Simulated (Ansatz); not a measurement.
# C₂H₆BN: ionisation energy by level of theory

How much energy removes an electron from C₂H₆BN at fixed geometry? The cation is run at each level and the neutral's energy taken from earlier runs.

Method: unrestricted cation, the program's frozen cores in correlated methods; program: Ansatz 0.2.0, Gaussian basis.

The runs, in order: UKS PBE-D4/def2-TZVPP; UKS r2SCAN-D4/def2-TZVPP; UKS PBE0-D4/def2-TZVPP; UKS B3LYP-D4/def2-TZVPP; UKS wB97X-V/def2-TZVPP; UKS wB97M-V/def2-TZVPP; UKS B2PLYP/def2-TZVPP; UHF-CCSD(T)/def2-TZVPP; UHF-CCSD(T)/def2-QZVPP; extrapolation to the limit; then −ε(HOMO) from the neutral's earlier runs with LDA (SPW92), PBE-D4, revPBE-D4, BLYP-D4, r2SCAN-D4, B97M-V, PBE0-D4, B3LYP-D4, r2SCANh-D4, r2SCAN0-D4, HSE06-D4, BHLYP-D4, CAM-B3LYP-D4, LC-ωPBE, ωB97X-V, ωB97M-V.

**1. Structure used throughout**

All runs share one geometry, relaxed beforehand with PBE0-D4 in a triple-zeta def2 set.

SMILES `[BH3-][N+]#CC`, 10 atoms, charge 0, spin multiplicity 1.

Atoms are counted from 1 here; the program's logs count them from 0.

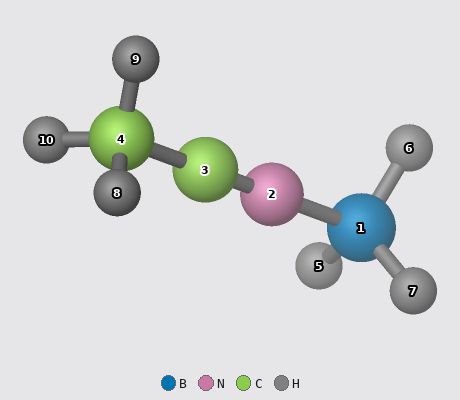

The geometry (boron blue, nitrogen pink, carbon green, hydrogen grey); atoms are numbered from 1 in the order of the file.

**2. Cation, UKS PBE-D4/def2-TZVPP**

Input file in.yaml:

```yaml
crystal:
  periodic: [false, false, false]
  atoms:
    - {symbol: B, position_ang: [-1.047545, 1.302498, -1.229512]}
    - {symbol: N, position_ang: [-0.269852, 0.337689, -0.322211]}
    - {symbol: C, position_ang: [0.308993, -0.379754, 0.352475]}
    - {symbol: C, position_ang: [1.041813, -1.284963, 1.204009]}
    - {symbol: H, position_ang: [-1.755872, 0.604439, -1.921050]}
    - {symbol: H, position_ang: [-1.676272, 2.020412, -0.483470]}
    - {symbol: H, position_ang: [-0.209392, 1.901902, -1.866314]}
    - {symbol: H, position_ang: [2.078954, -1.350323, 0.870418]}
    - {symbol: H, position_ang: [1.020682, -0.924631, 2.234022]}
    - {symbol: H, position_ang: [0.591490, -2.278370, 1.164634]}
basis:
  gaussian: {orbitals: def2-TZVPP}
total_charge: 1
magnetization: {spin_polarized: true, initial_magnetization: 1}
hamiltonian: {xc: pbe, dispersion: d4}
```

Launch:

```bash
> ansatz run in.yaml --threads 2 --pin off --events-out ev --progress --plain --max-ram 32768MiB --backend cpu
```

After this run come: Cation, UKS r2SCAN-D4/def2-TZVPP; Cation, UKS PBE0-D4/def2-TZVPP; Cation, UKS B3LYP-D4/def2-TZVPP; Cation, UKS wB97X-V/def2-TZVPP; Cation, UKS wB97M-V/def2-TZVPP; Cation, UKS B2PLYP (frozen core)/def2-TZVPP; Cation, UHF-CCSD(T)/def2-TZVPP; Cation, UHF-CCSD(T)/def2-QZVPP.

**Question.** What will the summary of the whole plan be? Wanted: ionisation energy, CCSD(T)/CBS; nearest functional by difference; nearest −ε(HOMO); −ε(HOMO) of PBE; T1 of the cation.

As calculated:

```
                        quantity               value
  ionisation energy, CCSD(T)/CBS            10.35 eV
nearest functional by difference  ωB97M-V (-0.21 eV)
                nearest −ε(HOMO)  LC-ωPBE (+0.03 eV)
                 −ε(HOMO) of PBE             6.44 eV
                T1 of the cation               0.022
```

By cation minus neutral, the functionals miss by 0.51 eV at most. The PBE orbital energy is 3.9 eV too small: a semilocal HOMO is no ionisation energy. Among orbital estimates LC-ωPBE comes nearest. Hartree-Fock falls 1.04 eV short, as the neutral has more correlation energy than the cation.
